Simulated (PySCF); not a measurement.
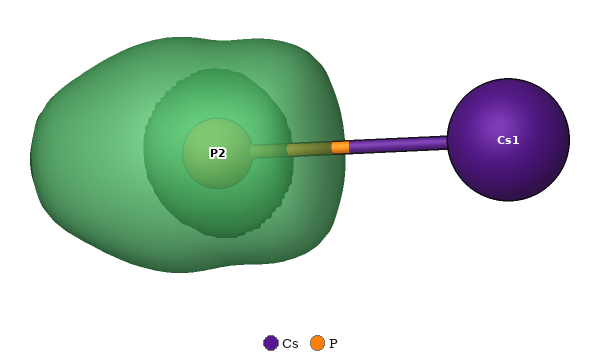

CsP (triplet). Isosurface of the ELF at 0.8 (green), seen from one side. Only the valence region is drawn (cores and ρ < 0.01 e/Å³ removed).

Core potentials replace the inner electrons of Cs.

Method: PBE0/def2-SVPD, non-relativistic Hamiltonian with scalar-relativistic core potentials where named, at a bond length of 3.345 Å (PySCF).

```xyz
2

Cs    0.0000    0.0000   -0.6322
P     0.0000    0.0000    2.7128
```

### Identify the bonds, lone pairs and shells in this picture.

The ELF exceeds this value in one region wrapped around P (its valence shell). Profiles from the grid: Cs–P (3.34 Å): the ELF peaks at about 0.95 in the valence shell of P, 1.0 Å from its nucleus, and is about 0.20 at the midpoint.
